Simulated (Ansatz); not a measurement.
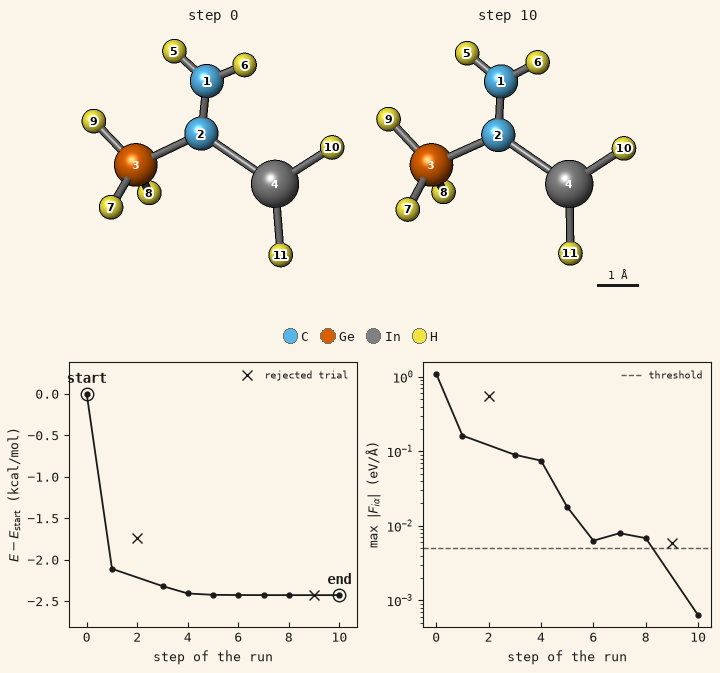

First and last geometry of a relaxation of C$_{2}$H$_{7}$GeIn, with the history of the run. The picture is a ball-and-stick view, seen at a tilt.

The start comes from GFN2-xTB.

Computed with Ansatz, RKS PBE0-D4/def2-TZVP.

Input file:
```yaml
crystal:
  periodic: [false, false, false]
  atoms:
    - {symbol: C, position_ang: [-0.708570, 1.473730, -0.049140]}
    - {symbol: C, position_ang: [-0.121280, 0.287600, -0.012980]}
    - {symbol: Ge, position_ang: [0.745290, -0.445290, 1.562960]}
    - {symbol: In, position_ang: [-0.240480, -0.847240, -1.911400]}
    - {symbol: H, position_ang: [-0.741710, 2.139400, 0.808200]}
    - {symbol: H, position_ang: [-1.191290, 1.845570, -0.954270]}
    - {symbol: H, position_ang: [2.204750, -0.679240, 1.315990]}
    - {symbol: H, position_ang: [0.139880, -1.770260, 1.920290]}
    - {symbol: H, position_ang: [0.596340, 0.487830, 2.730470]}
    - {symbol: H, position_ang: [-1.177230, -0.083570, -3.179950]}
    - {symbol: H, position_ang: [0.494300, -2.408540, -2.230160]}
basis:
  gaussian: {orbitals: def2-TZVP}
hamiltonian: {xc: pbe0, dispersion: d4}
relax: {f_tol: 0.005, max_steps: 150}
```

Launched with:
```bash
ansatz run in.yaml --threads 4 --pin off --events-out ev --progress --plain --max-ram 10444MiB
```

What do the curves and the structures tell?

Answer. It converged. The largest move after the best rigid fit is that of H11, 0.14 Å. Largest moves by element: H 0.14 Å, C 0.08 Å, Ge 0.05 Å, In 0.02 Å. Near-neighbour distances that change, for instance: C2–In4 2.215 → 2.149 Å, Ge3–H7 1.499 → 1.541 Å, In4–H11 1.755 → 1.723 Å, In4–H10 1.752 → 1.728 Å. Bond angles that change, for instance: H10–In4–H11 118.7° → 123.4°, C2–In4–H11 126.1° → 121.6°, C1–C2–Ge3 123.9° → 119.5°. The energy falls by 2.43 kcal/mol in 8 accepted moves (10 points after the start). Largest force component: 1.1 eV/Å at the start, 0.00063 eV/Å at the end. The line search rejected the trial steps at points 2, 9 of the run. Cost: 42 s on 4 threads of AMD EPYC 7B13, with other jobs on the host.
